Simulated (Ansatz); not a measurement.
## Electronic structure of AlBFH2 (SMILES F[B][AlH2]) (doublet) in real space

The calculation's input:

```
crystal:
  periodic: [false, false, false]
  atoms:
    - {symbol: F, position_ang: [0.673902, -1.309351, 2.037894]}
    - {symbol: B, position_ang: [0.331336, -0.643738, 1.001844]}
    - {symbol: Al, position_ang: [-0.211789, 0.411478, -0.640294]}
    - {symbol: H, position_ang: [-1.646438, 0.092718, -1.222155]}
    - {symbol: H, position_ang: [0.853000, 1.448894, -1.177289]}
basis:
  gaussian: {orbitals: def2-TZVPP}
magnetization: {spin_polarized: true, initial_magnetization: 1}
hamiltonian: {xc: pbe0, dispersion: d4}
output: {orbitals: {seedname: orbitals}}
```

Launched as:

```sh
ansatz run in.yaml --threads 2 --pin off --events-out ev --progress --plain --max-ram 4352MiB
```

Geometry: PBE0-D4/def2-TZVP.

Level of theory: UKS PBE0-D4/def2-TZVPP (Ansatz).

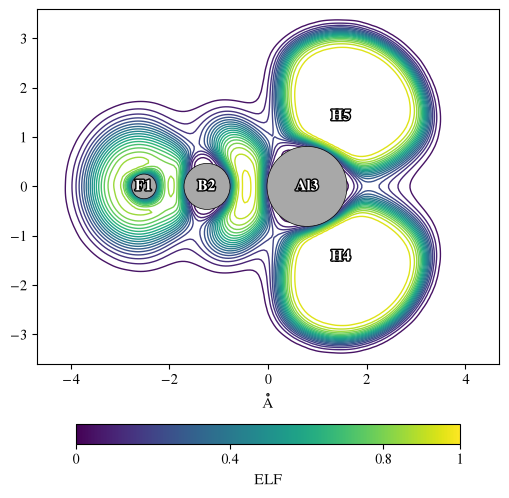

Figure 1. Electron localisation function on the molecular plane. Grey discs cover the atomic cores.

Question: Read the bonding off the picture.

Answer: The section cuts through F, B, Al and H sites. B–F (1.28 Å): the ELF peaks at about 0.85 between the atoms (a short, strongly polar bond). Al–B (2.03 Å): the ELF peaks at about 0.95 between the atoms: a shared electron pair. Al–H (1.58 Å): the ELF climbs to about 1 towards the hydrogen. The ELF also peaks beside F1, away from the bonds: non-bonding electrons, paired or unpaired.

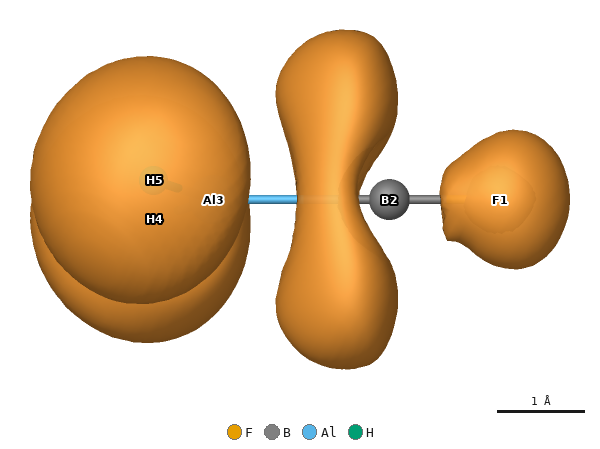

Figure 2. Isosurface of the electron localisation function at 0.75 (orange), seen from one side. Core shells and regions of very low density are left out.

Question: What do the ELF domains correspond to?

Answer: The surface consists of two regions around hydrogen nuclei, one lobe of the valence shell of B pointing towards Al (polar bonds) and one region on F in which the atom's valence shell and bonds are merged.

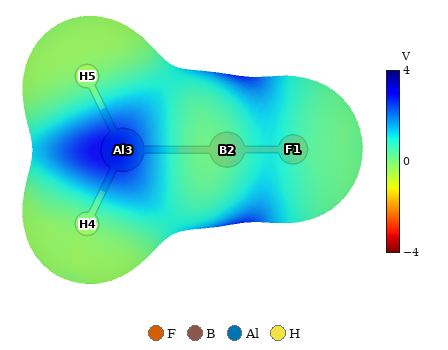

Figure 3. The electrostatic potential painted on the density surface at 0.004 e/bohr³, seen across its widest extent; red is negative and blue positive.

Question: Describe the electrostatic potential map.

Answer: The most negative region (about −0.3 V) lies over H4 and H5, the most positive (about +3.1 V) over Al3.
